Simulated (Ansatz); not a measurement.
**Geometry relaxation, with input and output: WH7ClO5 (part 1 of 2)**

System: WH7ClO5.
Method: RHF/def2-SVP (Ansatz 0.2.0).

It belongs to a series of runs on one base structure; here: end point A relaxed. Figures and captions count atoms from 1; the log counts them from 0 in places.

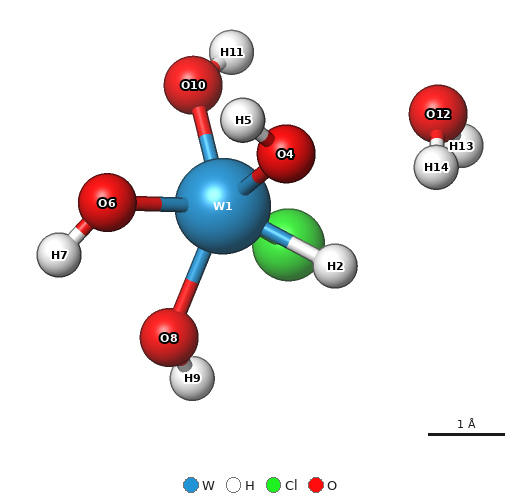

Figure 1. The starting structure (ball-and-stick view, seen at a tilt; atoms are numbered from 1 in the order of the input). Sticks mark near contacts.

**The input**
```yaml
crystal:
  periodic: [false, false, false]
  atoms:
    - { symbol: W, position_ang: [-0.215312, -0.012058, 0.030136] }
    - { symbol: H, position_ang: [0.523521, 0.205222, 1.54678] }
    - { symbol: Cl, position_ang: [1.971353, -1.155644, -0.031174] }
    - { symbol: O, position_ang: [-0.722377, 1.676609, 0.69638] }
    - { symbol: H, position_ang: [-1.501435, 2.052499, 0.299913] }
    - { symbol: O, position_ang: [-2.049355, -0.095663, -0.450302] }
    - { symbol: H, position_ang: [-2.513894, -0.917433, -0.378967] }
    - { symbol: O, position_ang: [-0.709268, -1.719288, 0.698737] }
    - { symbol: H, position_ang: [-0.040941, -2.341951, 0.955741] }
    - { symbol: O, position_ang: [0.346995, 0.517925, -1.654245] }
    - { symbol: H, position_ang: [1.234473, 0.713706, -1.929553] }
    - { symbol: O, position_ang: [2.129985, 1.955519, 0.720254] }
    - { symbol: H, position_ang: [2.86831, 1.378883, 0.857536] }
    - { symbol: H, position_ang: [1.532446, 1.783973, 1.466063] }
basis:
  gaussian: { orbitals: def2-SVP }
hamiltonian:
  xc: hf
relax:
  f_tol: 0.03
  max_steps: 50
output:
  orbitals: {}
```

Hardware: 4 threads of Arm Neoverse V2, 24 GiB of memory available, shared host.

Command:
```bash
ansatz run input.yaml --threads 4 --pin off --max-ram 5120MiB --backend cpu --events-out ev --progress --plain --runs-dir out
```

**Output**
```
The last accepted step is kept in [file] (removed where the run ends without a failure and the disk answers)
Engine: ansatz 0.2.0, aarch64-unknown-linux-gnu
Functional definition: HF
  exchange = exact_x
  correlation = 0
1621 factors; integrals over basis functions are off by at most 3.8e-4 eV
mean field evaluation 1: about -24584.0001 eV, gradient 8.0e1 eV
mean field evaluation 2: about -24584.2821 eV, gradient 8.0e1 eV
mean field evaluation 4: about -24596.3929 eV, gradient 8.5e0 eV
mean field evaluation 8: about -24596.6348 eV, gradient 8.2e-1 eV
mean field evaluation 16: about -24596.6391 eV, gradient 2.4e-5 eV
mean field -24596.63906956 eV, -903.9098136057 hartree, gradient 2.4e-5 eV, S^2 0.000000; 0 other end points of the search recorded, 0 dependent functions left out
the calculation of the forces begins
reference -24596.63906956 eV, -903.9098136057 hartree; 39, 39 occupied and 116, 116 virtual orbitals, 1621 factors
relax step   1: F+E_penalty+E_count = -24596.63906956 eV  Δ(F+E_penalty+E_count) = +0.000e0 eV  max|allowed force component| = 1.040e0 eV/Å  Δτ_max = 0.0000 Å  (43 SCF iters, accepted)
these checks for a lower state are left out or cut short: starts, cluster_reference, orbital_swaps, neighbouring_geometries, increment
1621 factors; integrals over basis functions are off by at most 4.3e-4 eV
mean field -24596.74093558 eV, -903.9135571127 hartree, gradient 2.2e-5 eV, S^2 0.000000; 0 other end points of the search recorded, 0 dependent functions left out
[... from here on the field's lines of each further geometry are left out, up to the last ...]
relax step   2: F+E_penalty+E_count = -24596.74093558 eV  Δ(F+E_penalty+E_count) = -1.019e-1 eV  max|allowed force component| = 1.284e0 eV/Å  Δτ_max = 0.1984 Å  (43 SCF iters, accepted)
relax step   3: F+E_penalty+E_count = -24596.77674638 eV  Δ(F+E_penalty+E_count) = -3.581e-2 eV  max|allowed force component| = 5.058e-1 eV/Å  Δτ_max = 0.2000 Å  (42 SCF iters, accepted)
relax step   4: F+E_penalty+E_count = -24596.77591343 eV  Δ(F+E_penalty+E_count) = +8.330e-4 eV  max|allowed force component| = 2.527e0 eV/Å  Δτ_max = 0.1949 Å  (44 SCF iters, rejected (line search))
relax step   5: F+E_penalty+E_count = -24596.82382934 eV  Δ(F+E_penalty+E_count) = -4.708e-2 eV  max|allowed force component| = 1.004e0 eV/Å  Δτ_max = 0.0945 Å  (43 SCF iters, accepted)
relax step   6: F+E_penalty+E_count = -24596.85728528 eV  Δ(F+E_penalty+E_count) = -3.346e-2 eV  max|allowed force component| = 5.645e-1 eV/Å  Δτ_max = 0.1000 Å  (45 SCF iters, accepted)
relax step   7: F+E_penalty+E_count = -24596.87828984 eV  Δ(F+E_penalty+E_count) = -2.100e-2 eV  max|allowed force component| = 7.958e-1 eV/Å  Δτ_max = 0.1454 Å  (44 SCF iters, accepted)
relax step   8: F+E_penalty+E_count = -24596.89220906 eV  Δ(F+E_penalty+E_count) = -1.392e-2 eV  max|allowed force component| = 4.175e-1 eV/Å  Δτ_max = 0.2000 Å  (43 SCF iters, accepted)
relax step   9: F+E_penalty+E_count = -24596.93098377 eV  Δ(F+E_penalty+E_count) = -3.877e-2 eV  max|allowed force component| = 2.196e-1 eV/Å  Δτ_max = 0.1561 Å  (44 SCF iters, accepted)
relax step  10: F+E_penalty+E_count = -24596.89581629 eV  Δ(F+E_penalty+E_count) = +3.517e-2 eV  max|allowed force component| = 1.855e0 eV/Å  Δτ_max = 0.1937 Å  (43 SCF iters, rejected (line search))
relax step  11: F+E_penalty+E_count = -24596.96339721 eV  Δ(F+E_penalty+E_count) = -3.241e-2 eV  max|allowed force component| = 3.360e-1 eV/Å  Δτ_max = 0.0968 Å  (43 SCF iters, accepted)
relax step  12: F+E_penalty+E_count = -24596.99257026 eV  Δ(F+E_penalty+E_count) = -2.917e-2 eV  max|allowed force component| = 5.006e-1 eV/Å  Δτ_max = 0.0973 Å  (44 SCF iters, accepted)
relax step  13: F+E_penalty+E_count = -24597.01906500 eV  Δ(F+E_penalty+E_count) = -2.649e-2 eV  max|allowed force component| = 6.360e-1 eV/Å  Δτ_max = 0.1468 Å  (44 SCF iters, accepted)
relax step  14: F+E_penalty+E_count = -24597.03705505 eV  Δ(F+E_penalty+E_count) = -1.799e-2 eV  max|allowed force component| = 6.611e-1 eV/Å  Δτ_max = 0.0904 Å  (43 SCF iters, accepted)
relax step  15: F+E_penalty+E_count = -24597.05369427 eV  Δ(F+E_penalty+E_count) = -1.664e-2 eV  max|allowed force component| = 4.653e-1 eV/Å  Δτ_max = 0.0672 Å  (43 SCF iters, accepted)
relax step  16: F+E_penalty+E_count = -24597.06170269 eV  Δ(F+E_penalty+E_count) = -8.008e-3 eV  max|allowed force component| = 3.057e-1 eV/Å  Δτ_max = 0.0691 Å  (44 SCF iters, accepted)
relax step  17: F+E_penalty+E_count = -24597.06530162 eV  Δ(F+E_penalty+E_count) = -3.599e-3 eV  max|allowed force component| = 1.636e-1 eV/Å  Δτ_max = 0.0509 Å  (45 SCF iters, accepted)
relax step  18: F+E_penalty+E_count = -24597.06669414 eV  Δ(F+E_penalty+E_count) = -1.393e-3 eV  max|allowed force component| = 6.556e-2 eV/Å  Δτ_max = 0.0326 Å  (45 SCF iters, accepted)
relax step  19: F+E_penalty+E_count = -24597.06698084 eV  Δ(F+E_penalty+E_count) = -2.867e-4 eV  max|allowed force component| = 3.738e-2 eV/Å  Δτ_max = 0.0086 Å  (43 SCF iters, accepted)
the calculation of the forces begins
reference -24597.06710496 eV, -903.9255436163 hartree; 39, 39 occupied and 116, 116 virtual orbitals, 1621 factors
relax step  20: F+E_penalty+E_count = -24597.06710496 eV  Δ(F+E_penalty+E_count) = -1.241e-4 eV  max|allowed force component| = 2.848e-2 eV/Å  Δτ_max = 0.0081 Å  (43 SCF iters, accepted)
1621 factors; integrals over basis functions are off by at most 4.2e-4 eV
mean field evaluation 192: about -24586.2855 eV, gradient 7.7e1 eV
```

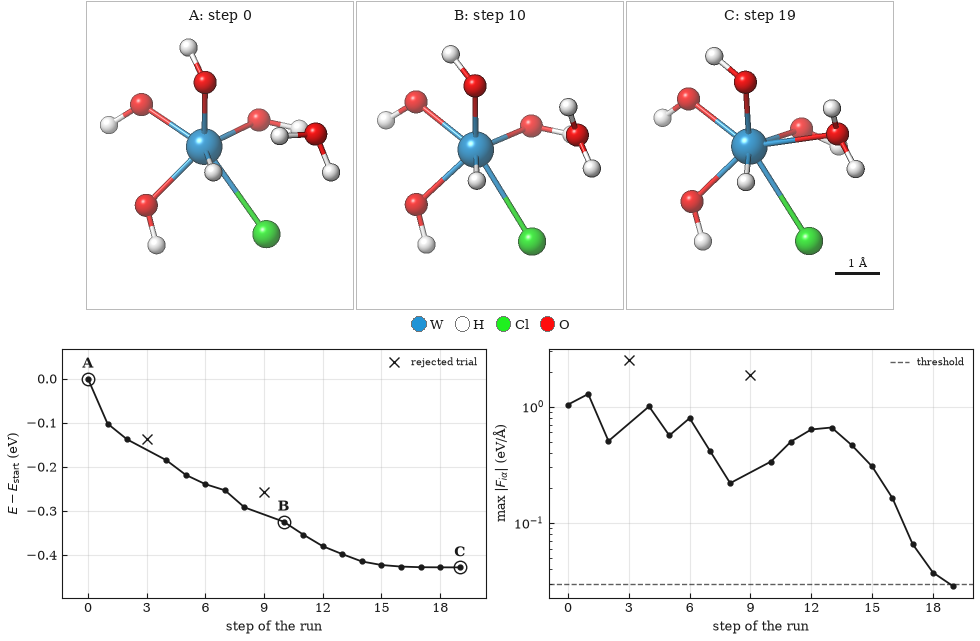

Figure 2. Frames of the relaxation (ball-and-stick view, seen at a tilt) above the curves, on which the letters mark them (the first geometry is step 0 here and step 1 in the log).

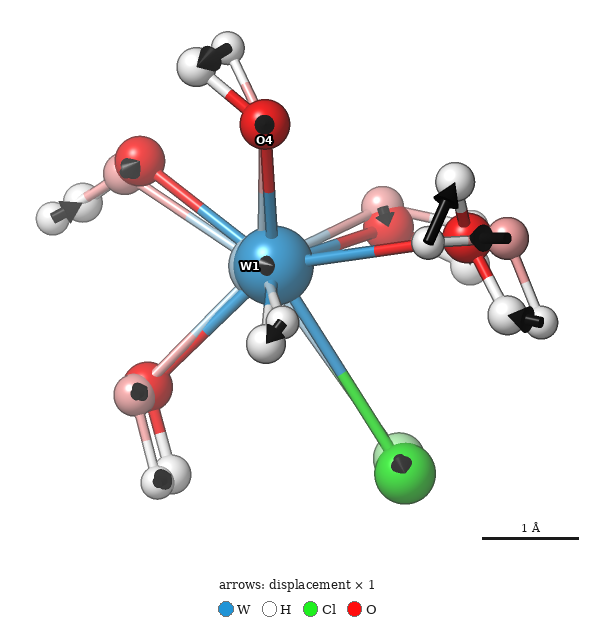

Figure 3. Start (faint) and end (solid) with the displacements as black arrows, at true length (ball-and-stick view, seen at a tilt). The two geometries are laid on each other by the best rigid fit. The largest move after the best rigid fit is that of H14, 0.73 Å. By element the largest moves are H 0.73 Å, O 0.62 Å, Cl 0.26 Å, W 0.22 Å. Distances before and after: W1–O12 3.138 → 2.346 Å, W1–Cl3 2.468 → 2.570 Å, W1–H2 1.701 → 1.669 Å, W1–O6 1.898 → 1.921 Å. New bonds form: W1–O12 (3.14 → 2.35 Å). Among the angles that change: O8–W1–O10 131.0° → 113.5°, H2–W1–O10 129.9° → 141.0°, O4–W1–O10 98.4° → 109.3°. The energy falls by 0.428 eV in 19 geometry steps. Largest force component: 1 eV/Å at the start, 0.028 eV/Å at the end. The line search rejected the trial steps at points 3, 9 (counted from 0) and went back. (Atoms are counted from 1 in the order of the input.)

```
mean field -24597.06710496 eV, -903.9255436163 hartree, gradient 1.7e-5 eV, S^2 0.000000; 1 other end points of the search recorded, 0 dependent functions left out
the calculation of the forces begins
reference -24597.06710496 eV, -903.9255436163 hartree; 39, 39 occupied and 116, 116 virtual orbitals, 1621 factors
Total energy: -24597.06710496 eV, -903.9255436163 hartree
Atom 0 at    -0.083280     0.113185     0.157934 Å, force    -0.013165    -0.005640     0.014592 eV/Å
Atom 1 at     0.488855    -0.033514     1.718497 Å, force     0.000223     0.002009    -0.001391 eV/Å
Atom 2 at     2.132690    -1.189344     0.167805 Å, force    -0.000095    -0.004708    -0.003493 eV/Å
Atom 3 at    -0.684619     1.768461     0.890913 Å, force    -0.004646    -0.000246    -0.008433 eV/Å
Atom 4 at    -1.618796     1.910690     0.808330 Å, force     0.004539     0.000318     0.000996 eV/Å
Atom 5 at    -1.935586     0.169411    -0.349524 Å, force     0.003161     0.004754     0.006815 eV/Å
Atom 6 at    -2.331341    -0.659755    -0.578653 Å, force     0.001321    -0.001817     0.000770 eV/Å
Atom 7 at    -0.669629    -1.655444     0.479404 Å, force     0.003062    -0.003381    -0.005926 eV/Å
Atom 8 at     0.000702    -2.292393     0.691529 Å, force    -0.000670     0.002510     0.000720 eV/Å
Atom 9 at     0.518039     0.393380    -1.584706 Å, force    -0.021973     0.001587    -0.000019 eV/Å
Atom 10 at     1.425671     0.361037    -1.853402 Å, force     0.028477    -0.000230    -0.006089 eV/Å
Atom 11 at     1.696836     1.609799     0.463491 Å, force    -0.009180     0.014734     0.001251 eV/Å
Atom 12 at     2.494121     1.216732     0.797383 Å, force     0.003419    -0.000667     0.005202 eV/Å
Atom 13 at     1.420838     2.330055     1.018298 Å, force     0.005526    -0.009224    -0.004994 eV/Å
Dipole moment:     0.157883     0.450291     0.296048 e Å
```

**Trajectory as extended XYZ (Å, eV, eV/Å), 20 frames, from step=1 to step=20**
```
14
Properties=species:S:1:pos:R:3:forces:R:3 step=1 energy=-24596.63907
W    -0.2153   -0.0121    0.0301    0.3185   0.1837   0.6531
H     0.5235    0.2052    1.5468   -0.4825  -0.4795  -0.5356
Cl    1.9714   -1.1556   -0.0312   -0.0182  -0.0099  -0.0246
O    -0.7224    1.6766    0.6964   -0.0608  -0.0142  -0.0344
H    -1.5014    2.0525    0.2999    0.0278  -0.0073   0.0017
O    -2.0494   -0.0957   -0.4503    0.0066   0.0376  -0.0409
H    -2.5139   -0.9174   -0.3790   -0.0418  -0.0173  -0.0016
O    -0.7093   -1.7193    0.6987    0.0829  -0.1052   0.0243
H    -0.0409   -2.3420    0.9557   -0.0520   0.0702  -0.0262
O     0.3470    0.5179   -1.6542    0.0342  -0.0131  -0.0109
H     1.2345    0.7137   -1.9296   -0.0344  -0.0087   0.0246
O     2.1300    1.9555    0.7203   -0.7992  -0.2527   0.9348
H     2.8683    1.3789    0.8575   -0.0214   0.0044   0.0205
H     1.5324    1.7840    1.4661    1.0402   0.6122  -0.9847
14
Properties=species:S:1:pos:R:3:forces:R:3 step=2 energy=-24596.74094
W    -0.2200   -0.0191    0.0405   -0.3425   0.0219  -0.3812
H     0.4475    0.0833    1.5331    0.1853   0.0983   0.4359
Cl    1.9656   -1.1628   -0.0382    0.0482  -0.0170   0.0339
O    -0.7301    1.6684    0.7056    0.1379  -0.0642   0.1152
H    -1.4993    2.0515    0.2974    0.0279  -0.0189   0.0224
O    -2.0507   -0.0956   -0.4557   -0.0457  -0.0907  -0.0386
H    -2.5215   -0.9145   -0.3861   -0.0222   0.0098   0.0085
O    -0.7114   -1.7323    0.6940   -0.0900  -0.1564  -0.0931
H    -0.0404   -2.3493    0.9525   -0.0127   0.0227   0.0063
O     0.3485    0.5159   -1.6415    0.1262   0.0536  -0.0981
H     1.2356    0.7137   -1.9149   -0.0317  -0.0072   0.0347
O     2.1414    1.9491    0.6761   -0.7671  -0.1515   1.2836
H     2.8704    1.3740    0.8676   -0.0324   0.0384  -0.0762
H     1.6189    1.9599    1.4970    0.8188   0.2613  -1.2532
14
Properties=species:S:1:pos:R:3:forces:R:3 step=3 energy=-24596.77675
W    -0.2234   -0.0765    0.0473    0.2787   0.3388  -0.1535
H     0.4586    0.0705    1.5543   -0.0363  -0.4336   0.0026
Cl    1.9926   -1.1904   -0.0012   -0.2574  -0.0244   0.1040
O    -0.6600    1.6001    0.7823   -0.4352   0.0752  -0.0161
H    -1.4207    2.0183    0.3924    0.0254   0.0259  -0.0275
O    -2.0531   -0.0886   -0.4812    0.1139   0.0422   0.0386
H    -2.5640   -0.8854   -0.4260    0.0315   0.0693   0.0135
O    -0.7828   -1.8010    0.6297    0.3542  -0.0409   0.0925
H    -0.1424   -2.4273    0.9449   -0.0630   0.0535  -0.0884
O     0.4015    0.5202   -1.5977   -0.1485  -0.1557   0.0348
H     1.3001    0.7144   -1.8341   -0.0383   0.0193   0.0642
O     2.1082    2.0297    0.6044   -0.0947  -0.0921   0.3696
H     2.8033    1.4120    0.7853   -0.0176   0.0776   0.0715
H     1.6365    2.1464    1.4269    0.2873   0.0449  -0.5058
14
Properties=species:S:1:pos:R:3:forces:R:3 step=4 energy=-24596.77591 accepted=F
W    -0.2331   -0.0725    0.0514    0.3832   0.0815   0.1131
H     0.4422    0.0294    1.5656   -0.0878  -0.2192  -0.0249
Cl    1.9578   -1.2164    0.0253   -0.0739  -0.0371  -0.0369
O    -0.6973    1.5918    0.8005   -0.2212   0.2078   0.0030
H    -1.4463    2.0166    0.3949    0.0196  -0.0300   0.0051
O    -2.0601   -0.0906   -0.4782    0.0083  -0.0394   0.0140
H    -2.5670   -0.8900   -0.4270    0.0285   0.0551   0.0052
O    -0.7687   -1.8089    0.6181    0.1043  -0.0900   0.0299
H    -0.1176   -2.4420    0.8968   -0.0922   0.1255  -0.0767
O     0.3865    0.5272   -1.5925   -0.0334  -0.0897  -0.0250
H     1.2821    0.7450   -1.8205   -0.0239   0.0153   0.0873
O     2.1313    1.9311    0.5406    0.0520   0.1112   2.5273
H     2.8603    1.4080    0.9136   -0.9965   0.6841  -0.6442
H     1.6844    2.3135    1.3387    0.9330  -0.7750  -1.9773
14
Properties=species:S:1:pos:R:3:forces:R:3 step=5 energy=-24596.82383
W    -0.2273   -0.0639    0.0496    0.2719   0.1313   0.0238
H     0.4521    0.0490    1.5593   -0.0671  -0.2127   0.0240
Cl    1.9677   -1.2022    0.0119   -0.0909  -0.0341   0.0010
O    -0.6948    1.6073    0.7810   -0.1856   0.1288   0.0299
H    -1.4495    2.0234    0.3781    0.0098  -0.0132  -0.0043
O    -2.0553   -0.0894   -0.4751    0.0196  -0.0137   0.0056
H    -2.5584   -0.8905   -0.4207    0.0134   0.0346   0.0081
O    -0.7621   -1.7937    0.6336    0.1129  -0.0793   0.0199
H    -0.1117   -2.4245    0.9160   -0.0554   0.0828  -0.0599
O     0.3852    0.5225   -1.6013   -0.0399  -0.0782  -0.0299
H     1.2803    0.7329   -1.8365   -0.0159   0.0158   0.0662
O     2.1207    1.9557    0.5775    0.0267  -0.1591   1.0040
H     2.8465    1.4058    0.8691   -0.4019   0.3077  -0.2177
H     1.6611    2.2100    1.3849    0.4022  -0.1108  -0.8707
14
Properties=species:S:1:pos:R:3:forces:R:3 step=6 energy=-24596.85728
W    -0.2298   -0.0609    0.0772    0.3012  -0.0638  -0.1975
H     0.4143    0.0154    1.6029    0.0304  -0.1284   0.0619
Cl    1.9651   -1.2355    0.0334   -0.1766   0.0889   0.0648
O    -0.7101    1.6099    0.8088   -0.0983   0.0592   0.0151
H    -1.4581    2.0251    0.3929    0.0011  -0.0068   0.0143
O    -2.0494   -0.0814   -0.4741    0.0259   0.0201   0.0497
H    -2.5516   -0.8840   -0.4396    0.0220   0.0188   0.0083
O    -0.7668   -1.8043    0.6167    0.0241  -0.0081  -0.0106
H    -0.1082   -2.4386    0.8686   -0.0304   0.0499  -0.0199
O     0.4028    0.5222   -1.5672   -0.0417  -0.0331   0.0112
H     1.3011    0.7489   -1.7750   -0.0231   0.0097   0.0672
O     2.1127    1.9283    0.5273   -0.0459  -0.0340   0.5645
H     2.8540    1.4266    0.8481   -0.1949   0.1069  -0.1216
H     1.6785    2.2705    1.3072    0.2061  -0.0792  -0.5074
```
